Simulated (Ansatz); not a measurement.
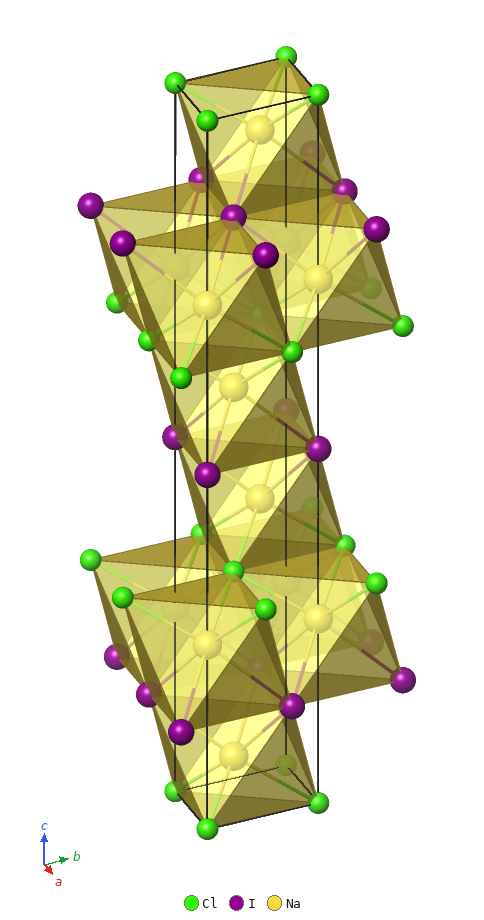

The figure gives a polyhedral picture of the atoms, viewed slightly off an axis. The outline marks the conventional unit cell. Some neighbours outside the box are added.

Na2ICl, space group R-3m (No. 166), a = 4.283 Å, b = 4.283 Å, c = 20.933 Å, α = 90.00°, β = 90.00°, γ = 120.00°. Source of the structure: a structure type filled with these elements by a generator (whether the compound takes this form wasn't checked). Earlier steps of the study may have refined or changed the cell and positions. It was run through Ansatz as a DFT input.

This one geometry was computed with Ansatz (DFT, plane waves, PAW) at three levels of theory: PBE, PBE with spin-orbit coupling and r2SCAN. It was relaxed beforehand with r2SCAN.

### How does the band gap change with the level of theory?

PBE with spin-orbit coupling: a gap of 2.85 eV, direct; PBE: a gap of 3.20 eV, direct; r2SCAN: a gap of 3.87 eV, direct.

### Collect the results in a table.

| level | cutoff (eV) | k-mesh of the run's cell | gap (eV) | pressure (GPa) |
| --- | --- | --- | --- | --- |
| PBE | 420 | 8×8×8 | 3.20 | 0.8 |
| PBE with spin-orbit coupling | 420 | 8×8×8 | 2.85 | 0.8 |
| r2SCAN | 500 | 8×8×8 | 3.87 | 0.0 |

Gaps are taken on the k-mesh or band path of each run.
